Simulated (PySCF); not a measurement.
**C5H12O (3-pentanol) at 6 levels**

Wanted: a comparison of 6 runs (BLYP/6-31G*, M06-L/6-31G*, PBE/6-31G*, PBE0/6-31G*, SVWN5/6-31G*, CCSD(T)/6-31G*) of C5H12O (3-pentanol). The job is set up through a Python script.

The results are computed with PySCF 2.14.0.

## Step 1: The molecule

C5H12O has 18 atoms, charge 0, and is taken as a singlet. As SMILES, `CCC(O)CC`. The coordinates come from a PBE0-D4/def2-TZVP relaxation. This is one conformer, not always the lowest.

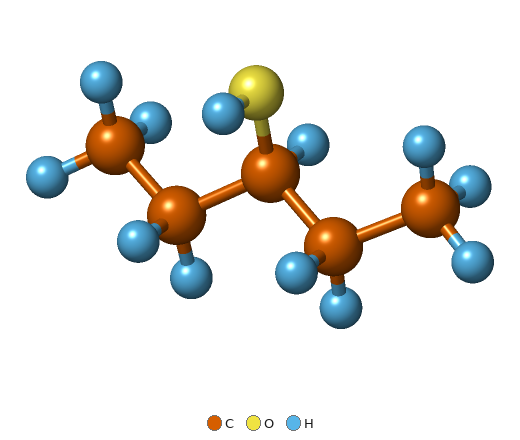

Viewed from a chosen angle; carbon orange, oxygen yellow, hydrogen blue.

## Step 2: A single-point energy at BLYP/6-31G(d) (spherical functions) (run 1)

Input file calc.py:

```python
# 3-pentanol
from pyscf import gto, dft

mol = gto.Mole()
mol.atom = [
    ('C', (-1.248890, 2.220420, 0.171770)),
    ('C', (-0.896230, 0.831010, 0.670570)),
    ('C', (0.052150, 0.081390, -0.252810)),
    ('O', (1.267810, 0.792200, -0.433460)),
    ('C', (0.307300, -1.342000, 0.219210)),
    ('C', (1.169840, -2.147090, -0.735510)),
    ('H', (-0.349600, 2.820400, 0.022470)),
    ('H', (-1.772970, 2.169380, -0.786670)),
    ('H', (-1.896770, 2.744200, 0.877920)),
    ('H', (-0.433970, 0.892690, 1.665330)),
    ('H', (-1.805630, 0.233590, 0.796870)),
    ('H', (-0.388620, 0.045860, -1.257010)),
    ('H', (1.700810, 0.853870, 0.423850)),
    ('H', (-0.657490, -1.839360, 0.366490)),
    ('H', (0.779800, -1.298490, 1.210110)),
    ('H', (0.678420, -2.257830, -1.706140)),
    ('H', (2.127200, -1.652050, -0.906990)),
    ('H', (1.366830, -3.148200, -0.346000)),
]
mol.verbose = 4
mol.basis = '6-31g*'
mol.spin = 0
mol.max_memory = 1860
mol.build()

calc0 = dft.RKS(mol, xc='blyp')
calc0.conv_tol = 1e-10
calc0.grids.level = 5
calc0.kernel()
if not calc0.converged:
    calc0 = calc0.newton().run(calc0.mo_coeff, calc0.mo_occ)

e_final = calc0.e_tot
print('E(%s) = %.9f' % ('BLYP', e_final))
```

Run with:

```console
$ OMP_NUM_THREADS=1 python calc.py
```

Standard output:

```text
PySCF version 2.14.0

[... 90 lines left out ...]
converged SCF energy = -272.813921634157
E(BLYP) = -272.813921634
```

Wall time 51 s (1 thread of Intel Xeon at 2.70GHz, shared host); peak memory 0.59 GiB.

## Step 3: The energy at M06-L/6-31G(d) (spherical functions) (run 2)

Input file job.py:

```python
from pyscf import gto, dft

mol = gto.Mole()
mol.atom = '''
C   -1.248890   2.220420   0.171770
C   -0.896230   0.831010   0.670570
C    0.052150   0.081390  -0.252810
O    1.267810   0.792200  -0.433460
C    0.307300  -1.342000   0.219210
C    1.169840  -2.147090  -0.735510
H   -0.349600   2.820400   0.022470
H   -1.772970   2.169380  -0.786670
H   -1.896770   2.744200   0.877920
H   -0.433970   0.892690   1.665330
H   -1.805630   0.233590   0.796870
H   -0.388620   0.045860  -1.257010
H    1.700810   0.853870   0.423850
H   -0.657490  -1.839360   0.366490
H    0.779800  -1.298490   1.210110
H    0.678420  -2.257830  -1.706140
H    2.127200  -1.652050  -0.906990
H    1.366830  -3.148200  -0.346000
'''
mol.max_memory = 1860
mol.spin = 0
mol.verbose = 3
mol.basis = '6-31g*'
mol.build()

ks = dft.RKS(mol, xc='m06-l')
ks.conv_tol = 1e-10
ks.grids.level = 5
ks.kernel()
if not ks.converged:
    ks = ks.newton().run(ks.mo_coeff, ks.mo_occ)

e_final = ks.e_tot
print('E(%s) = %.9f' % ('M06-L', e_final))
```

Run with:

```console
$ OMP_NUM_THREADS=1 python job.py
```

Standard output:

```text
converged SCF energy = -272.926898226573
E(M06-L) = -272.926898227
```

It took 77 s on 1 thread of Intel Xeon at 2.70GHz, shared host; peak memory 0.65 GiB.

Runs 3 to 5 aren't shown in full; the table further down has their settings and results.

## Step 4: A single-point energy at CCSD(T)/6-31G(d) (spherical functions) (run 6)

Input file calc.py:

```python
from pyscf import gto, cc

mol = gto.Mole()
mol.atom = '''
C     -2.360060     4.195986     0.324598
C     -1.693629     1.570381     1.267194
C      0.098549     0.153805    -0.477742
O      2.395814     1.497041    -0.819121
C      0.580713    -2.536012     0.414247
C      2.210677    -4.057412    -1.389912
H     -0.660648     5.329784     0.042462
H     -3.350428     4.099534    -1.486591
H     -3.584376     5.185786     1.659028
H     -0.820084     1.686940     3.147018
H     -3.412146     0.441421     1.505866
H     -0.734385     0.086663    -2.375405
H      3.214065     1.613580     0.800960
H     -1.242476    -3.475887     0.692566
H      1.473608    -2.453790     2.286776
H      1.282028    -4.266680    -3.224137
H      4.019825    -3.121922    -1.713963
H      2.582934    -5.949236    -0.653845
'''
mol.verbose = 3
mol.unit = 'bohr'
mol.basis = '6-31g*'
mol.max_memory = 1860
mol.build()

mf = mol.RHF()
mf.conv_tol = 1e-10
mf.kernel()
if not mf.converged:
    mf = mf.newton().run(mf.mo_coeff, mf.mo_occ)

mycc = cc.CCSD(mf, frozen=6)
mycc.kernel()
e_t = mycc.ccsd_t()
energy = mycc.e_tot + e_t
print(f'total energy: {energy:.8f} hartree')
```

Run with:

```console
$ OMP_NUM_THREADS=1 python calc.py
```

Standard output:

```text
converged SCF energy = -271.181444062699
E(CCSD) = -272.0807605632746  E_corr = -0.8993165005756922
CCSD(T) correction = -0.0236663517421526
total energy: -272.10442692 hartree
```

It took 2.3 min on 1 thread of Intel Xeon at 2.70GHz, shared host; peak memory 1 GiB.

## Step 5: Overview of the runs

```
run                                 level  integration grid  frozen core orbitals  energy (Eh)  dipole moment (D) of the reference  HOMO energy (eV)  LUMO energy (eV)  wall time
  1     BLYP/6-31G* (spherical functions)                 5                     –  -272.813922                                1.44             -5.53              1.35       51 s
  2    M06-L/6-31G* (spherical functions)                 5                     –  -272.926898                                1.53             -6.11              2.09       77 s
  3      PBE/6-31G* (spherical functions)                 5                     –  -272.599300                                1.46             -5.66              1.35       47 s
  4     PBE0/6-31G* (spherical functions)                 5                     –  -272.647630                                1.56             -7.40              2.34       38 s
  5    SVWN5/6-31G* (spherical functions)                 5                     –  -270.537665                                1.51             -5.79              1.10       32 s
  6  CCSD(T)/6-31G* (spherical functions)                 –                     6  -272.104427                                1.73            -11.50              5.82    2.3 min
```

## Step 6: Outcome

| quantity | value |
| --- | --- |
| run 6: total energy | -272.10443 Eh |
| run 6: dipole moment (Hartree–Fock density) | 1.73 D |
| run 6: HOMO energy (Hartree–Fock orbitals) | -11.50 eV |
| run 6: LUMO energy (Hartree–Fock orbitals) | 5.82 eV |
| run 6: HOMO–LUMO gap (Hartree–Fock orbitals) | 17.33 eV |
| run 6: correlation energy (6 core orbitals frozen) | -923.0 mEh |
| run 6: (T) correction | -23.67 mEh |
| run 6: T1 diagnostic | 0.009 |

**Reading.** Over runs 1, 2, 3, 4, 5 the dipole moment (its size) runs from 1.44 D (BLYP/6-31G*) to 1.56 D (PBE0/6-31G*). Over runs 1, 2, 3, 4, 5 the HOMO–LUMO gap runs from 6.89 eV (SVWN5/6-31G*) to 9.74 eV (PBE0/6-31G*). Totals of different functionals can't be ranked against each other. All runs together took 6.4 min, the longest 2.3 min.
